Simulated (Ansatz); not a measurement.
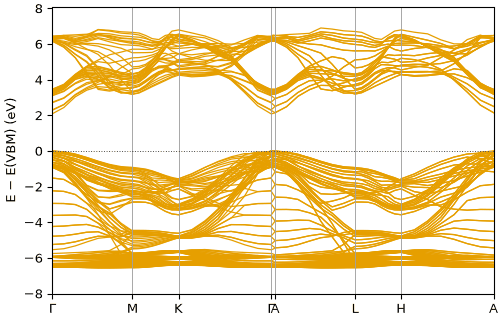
*Band structure from the program Ansatz at the PBEsol level (PAW)*

Task: Read off the gap and where the band edges lie.

Result: About 2.1 eV (2.09 eV by a search for the band edges); maximum at Γ, minimum at Γ.

The material is ZnS in space group P6_3mc (No. 186; Pearson symbol hP40).

The first step of the workflow began from a Materials Project structure, measured or hypothetical. Its sites differ from those of the usual phase in this space group: another stacking or structure type. The PBEsol relaxation kept the symmetry of its start; its stability against distortions is not shown here.

Potentials: the later of the program's two PAW sets.
